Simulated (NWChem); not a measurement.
# CH2N2 (methanediimine) at B3LYP/6-31G(d) (spherical functions)

Aim: the energy change on altering one bond length of CH2N2 (methanediimine) at B3LYP/6-31G* (spherical functions), from 2 runs. Input form: an ASE script.

The calculation is run with NWChem 7.3.0.

5 further runs of the same task are left out: 1 that didn't finish, 4 set aside as unsound or not needed. Runs told in other sessions of the task aren't counted.

### Step 1. The structure to begin with

CH2N2: 5 atoms, total charge 0, spin state singlet. SMILES: `N=C=N`. The shape is that of a PBE0-D4/def2-TZVP optimisation.

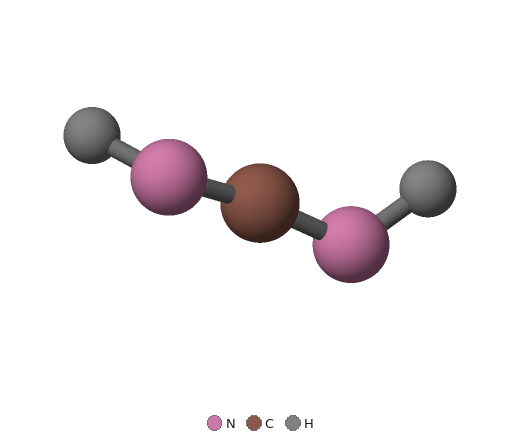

Viewed from a chosen angle; nitrogen pink, carbon brown, hydrogen grey.

### Step 2. Energy and gradient at B3LYP/6-31G(d) (spherical functions)

Contents of run.py:

```python
from ase import Atoms
from ase.calculators.nwchem import NWChem

molecule = Atoms('NCNHH', positions=[
    [-1.223010, -0.197100, -0.034990],
    [-0.008090, -0.139620, -0.075660],
    [1.197320, -0.245880, -0.204970],
    [-1.767940, 0.622550, -0.262140],
    [1.801730, -0.039940, 0.577760],
])

calc = NWChem(
    label='work',
    theory='dft',
    memory='2200 mb',
    basis='6-31G*',
    basispar='spherical bse',
    dft={'xc': 'b3lyp', 'mult': '1', 'grid': 'xfine', 'convergence': 'energy 1e-08', 'iterations': '100', 'mulliken': None},
)
molecule.calc = calc

forces = molecule.get_forces()
print(f"energy = {molecule.get_potential_energy():.6f} eV")
print("forces (eV/A):")
for s, f in zip(molecule.symbols, forces):
    print(f"{s:2s} {f[0]:10.5f} {f[1]:10.5f} {f[2]:10.5f}")
print("dipole (e A):", molecule.get_dipole_moment().round(4))
```

On the command line:

```
$ export ASE_NWCHEM_COMMAND="nwchem PREFIX.nwi > PREFIX.nwo"
$ python run.py
```

What it wrote:

```text
energy = -4048.355832 eV
forces (eV/A):
N    -0.93074   -0.18049    0.06839
C     0.00812    0.13874    0.07492
N     0.91254   -0.12403   -0.23284
H    -0.12670    0.13899   -0.04448
H     0.13673    0.02674    0.13401
dipole (e A): [0.0232 0.4003 0.2168]
```

The calculator wrote work.nwi:

```
title "work"

permanent_dir work

scratch_dir work

start work

geometry units angstrom nocenter noautosym noautoz
  N  -1.2230099999999999e+00 -1.9710000000000000e-01 -3.4990000000000000e-02
  C  -8.0900000000000000e-03 -1.3961999999999999e-01 -7.5660000000000005e-02
  N  1.1973199999999999e+00 -2.4587999999999999e-01 -2.0497000000000001e-01
  H  -1.7679400000000001e+00 6.2255000000000005e-01 -2.6213999999999998e-01
  H  1.8017300000000001e+00 -3.9940000000000003e-02 5.7776000000000005e-01
end

memory 2200 mb

basis spherical bse noprint
   * library 6-31G*
end

dft
  xc b3lyp
  mult 1
  grid xfine
  convergence energy 1e-08
  iterations 100
  mulliken
end

task dft gradient
```

work.nwo, shortened:

```text
[...]
         Total DFT energy =     -148.774333953302
[...]
  wavefunction    = closed shell
                         DFT ENERGY GRADIENTS
    atom               coordinates                        gradient
                 x          y          z           x          y          z
   1 N      -2.311154  -0.372465  -0.066122    0.018100   0.003510  -0.001330
   2 C      -0.015288  -0.263844  -0.142977   -0.000158  -0.002698  -0.001457
   3 N       2.262607  -0.464646  -0.387337   -0.017746   0.002412   0.004528
   4 H      -3.340922   1.176449  -0.495373    0.002464  -0.002703   0.000865
   5 H       3.404776  -0.075476   1.091808   -0.002659  -0.000520  -0.002606
[...]
```

Wall time 8.4 s (1 thread of Intel Xeon 6975P-C (Granite Rapids), shared host); peak memory 0.13 GiB.

### Step 3. The distorted shape: a single-point energy at B3LYP/6-31G(d) (spherical functions)

Contents of run.py:

```python
from ase import Atoms
from ase.calculators.nwchem import NWChem

mol = Atoms(['N', 'C', 'N', 'H', 'H'], positions=[
    [-0.787089, -0.852786, 0.146720],
    [0.427831, -0.795306, 0.106050],
    [1.633241, -0.901566, -0.023260],
    [-1.767940, 0.622550, -0.262140],
    [2.237651, -0.695626, 0.759470],
])

calc = NWChem(
    label='ch2n2',
    theory='dft',
    memory='2200 mb',
    basis='6-31G*',
    basispar='spherical bse',
    dft={'xc': 'b3lyp', 'mult': '1', 'grid': 'xfine', 'convergence': 'energy 1e-08', 'iterations': '100', 'mulliken': None},
    task='energy',
)
mol.calc = calc

e = mol.get_potential_energy()
print(f"E = {e:.6f} eV")
print("dipole (e A):", mol.get_dipole_moment().round(4))
```

On the command line:

```
$ export ASE_NWCHEM_COMMAND="nwchem PREFIX.nwi > PREFIX.nwo"
$ python run.py
```

What it wrote:

```text
E = -4044.882217 eV
dipole (e A): [0.1678 0.3693 0.2228]
```

The calculator wrote ch2n2.nwi:

```
title "ch2n2"

permanent_dir ch2n2

scratch_dir ch2n2

start ch2n2

geometry units angstrom nocenter noautosym noautoz
  N  -7.8708900000000004e-01 -8.5278600000000004e-01 1.4671999999999999e-01
  C  4.2783100000000002e-01 -7.9530599999999996e-01 1.0605000000000001e-01
  N  1.6332409999999999e+00 -9.0156599999999998e-01 -2.3259999999999999e-02
  H  -1.7679400000000001e+00 6.2255000000000005e-01 -2.6213999999999998e-01
  H  2.2376510000000001e+00 -6.9562599999999997e-01 7.5946999999999998e-01
end

memory 2200 mb

basis spherical bse noprint
   * library 6-31G*
end

dft
  xc b3lyp
  mult 1
  grid xfine
  convergence energy 1e-08
  iterations 100
  mulliken
end

task dft energy
```

ch2n2.nwo, shortened:

```text
[...]
      One electron energy =     -315.371464663821
[... 1 line left out ...]
    Exchange-Corr. energy =      -19.787151930095
[... 6 lines left out ...]
                       DFT Final Molecular Orbital Analysis
[... 330 lines left out ...]
    Atom       Charge   Shell Charges
[...]
```

Wall time 8.4 s (1 thread of Intel Xeon 6975P-C (Granite Rapids), shared host); peak memory 0.12 GiB.

### Step 4. Outcome

At B3LYP/6-31G* (spherical functions):

| quantity | value |
| --- | --- |
| first shape: total energy | -148.77433 Eh |
| first shape: dipole moment | 2.19 D |
| first shape: HOMO energy | -7.64 eV |
| first shape: LUMO energy | 0.86 eV |
| first shape: HOMO–LUMO gap | 8.50 eV |
| first shape: largest force on an atom | 0.951 eV/Å |
| distorted shape: total energy | -148.64668 Eh |
| distorted shape: dipole moment | 2.22 D |
| distorted shape: HOMO energy | -7.63 eV |
| distorted shape: LUMO energy | -3.83 eV |
| distorted shape: HOMO–LUMO gap | 3.80 eV |
| energy change with the N1–H4 bond stretched from 1.010 to 1.818 Å | 3.474 eV |

One bond (distorted shape) is far stretched, which a spin-restricted single reference describes badly; a broken-symmetry solution may lie lower. With the N1–H4 bond stretched from 1.010 to 1.818 Å the energy rises by 3.47 eV (335 kJ/mol). The first shape isn't relaxed at this level, so the change isn't measured from a minimum. A restricted reference can't describe the breaking bond well at this length. The largest force (first shape) is 0.95 eV/Å: the shape isn't a stationary point for this species at this level. Mulliken charges (distorted shape) run from -0.53 on N3 to +0.46 on C2.
